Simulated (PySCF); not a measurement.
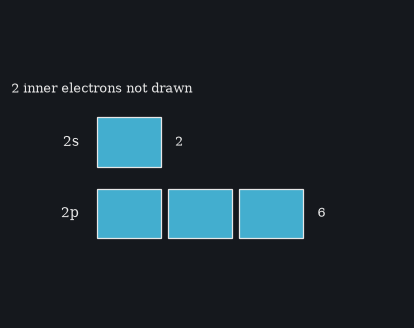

**Figure 1.** The outer shells of the nominal configuration: a box for each of the 2l + 1 orbitals, shaded by the share of the shell that is filled, with the electron count at the right.

Run report: Ne, atomic calculation

System: Ne, configuration 1s2 2s2 2p6, multiplicity 1.
Method: unrestricted HF, cc-pVTZ, non-relativistic, point nucleus (PySCF).

The input:
```python
from pyscf import gto, scf, dft, mp, cc
import basis_set_exchange as bse
mol = gto.M(atom="Ne 0 0 0", charge=0, spin=0, symmetry="D2h",
            basis=gto.basis.parse(bse.get_basis("cc-pVTZ", elements=["Ne"], fmt="nwchem", header=False)))
mf = scf.UHF(mol)
mf.irrep_nelec = {'Ag': (2, 2), 'B1u': (1, 1), 'B2u': (1, 1), 'B3u': (1, 1)}
mf.kernel()
```

The script is an equivalent of what the driver set up; the driver computed the properties (radii, ⟨L²⟩, response) afterwards. It also set what the script leaves out: max_cycle = 2, guess = 1e. It held the occupations shell by shell, which the script's counts by irreducible representation don't always enforce.

Hardware: 1 thread of Arm Neoverse N1, 77 GiB of memory available, shared host.

Launched within a batch (the task file carries these settings):
```bash
OMP_NUM_THREADS=1 python <driver script> TASK.json OUT
```

The program's output (extracts):
```
damping factor = 0
level_shift factor = 0
DIIS = <class 'pyscf.scf.diis.CDIIS'>
diis_start_cycle = 1
diis_space = 10
diis_damp = 0
SCF conv_tol = 1e-09
SCF conv_tol_grad = None
number electrons alpha = 5  beta = 5
irrep_nelec {'Ag': (2, 2), 'B1g': (0, 0), 'B2g': (0, 0), 'B3g': (0, 0), 'Au': (0, 0), 'B1u': (1, 1), 'B2u': (1, 1), 'B3u': (1, 1)}
alpha HOMO (B3u) = 0.580060576623026  LUMO (B1u) = 1.9349681773528
  HOMO = 0.580060576623  LUMO = 1.93496817735  gap/eV = 36.86891
cycle= 1 E= -121.961790608927  delta_E= -8.05  |g|=  4.4  |ddm|= 16.6
alpha HOMO (B3u) = -2.62243613058097  LUMO (B1u) = 0.247408200814893
  HOMO = -2.62243613058  LUMO = 0.247408200815  gap/eV = 78.09244
cycle= 2 E= -126.709823853881  delta_E= -4.75  |g|= 3.48  |ddm|= 6.07
SCF not converged.
SCF energy = -126.709823853881 after 2 cycles  <S^2> = -4.4408921e-15  2S+1 = 1
```

What the run reported:

- outcome: not converged
- total energy: −126.709824 hartree
- kinetic energy: 147.273872 hartree
- −E/T (1 by the virial theorem at the basis-set limit): 0.8604
- SCF iterations: 2

Diagnosis:

The input is odd on purpose: too few SCF iterations. The run did not meet its convergence test in 2 iterations, so its last values are not results.
